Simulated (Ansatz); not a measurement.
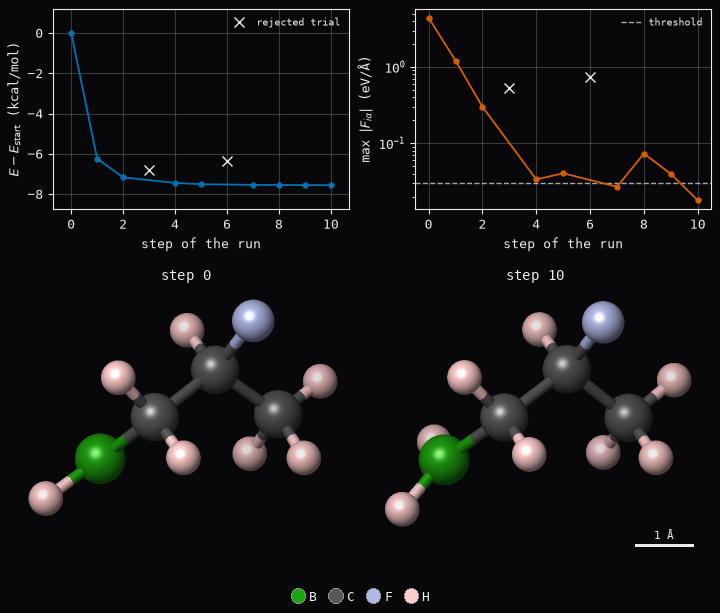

First and last geometry of a relaxation of C3H8BF (coarse preliminary run), with the history of the run. The picture is a ball-and-stick view, seen from a free direction.

The start comes from a force field.

These are results of RKS PBE-D4/def2-SVP (Ansatz), not measurements. (force threshold 0.03 eV/Å; at most 200 steps)

Question: Did the run converge, and what did it change?

Answer: It converged. The largest move after the best rigid fit is that of an H atom, 0.35 Å. By element the largest moves are H 0.35 Å, B 0.09 Å, C 0.07 Å, F 0.06 Å. Near-neighbour distances that change, for instance: C–H 1.037 → 1.108 Å, C–H 1.143 → 1.109 Å, C–H 1.080 → 1.112 Å, C–C 1.491 → 1.521 Å. Bond angles that change, for instance: B–C–H 108.4° → 99.5°, B–C–C 111.4° → 118.8°, H–C–H 101.2° → 108.5°. Over 8 accepted moves (10 points after the start) the energy falls by 7.56 kcal/mol. The largest force component goes from 4.4 to 0.018 eV/Å. The line search rejected the trial steps at points 3, 6 of the run. The forces were under the threshold at step 7, but the run went on from there.

| step | E − E(0), kcal/mol | largest force component, eV/Å | note |
| --- | --- | --- | --- |
| 0 | 0.00 | 4.3918 |  |
| 1 | -6.25 | 1.2118 |  |
| 2 | -7.17 | 0.3005 |  |
| 3 | -6.83 | 0.5304 | rejected |
| 4 | -7.44 | 0.0337 |  |
| 5 | -7.51 | 0.0406 |  |
| 6 | -6.37 | 0.7344 | rejected |
| 7 | -7.54 | 0.0271 |  |
| 8 | -7.55 | 0.0735 |  |
| 9 | -7.55 | 0.0397 |  |
| 10 | -7.56 | 0.0179 |  |
